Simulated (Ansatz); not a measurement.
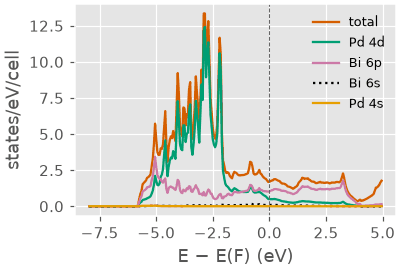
Fig. 1. Total and projected density of states of BiPd (NiAs type, P6_3/mmc), r²SCAN in the plane-wave PAW code Ansatz

Task: Which orbitals carry the states next to the Fermi level?

Result: Within 0.5 eV of the Fermi level: Bi 6p 58 %, Pd 4d 32 %. Projections are on Löwdin-orthogonalised atomic valence shells; empty p or d shells of many metals are not among them.

Task: Where is the tallest occupied peak in this window, and what makes it?

Result: Near -2.9 eV, about 13 states/eV per cell; the largest projected share is Pd 4d.

The workflow started from an entry of the Crystallography Open Database (COD), which files this formula under 2 space groups. Whether it is the stable phase at ambient conditions was not checked. The cell was relaxed with r²SCAN under the symmetry of its start; its stability against distortions is not shown here. No spin polarisation was allowed. Scalar-relativistic: spin–orbit coupling is off unless named, which matters more the heavier the elements.

Potentials: the later of the program's two PAW sets.
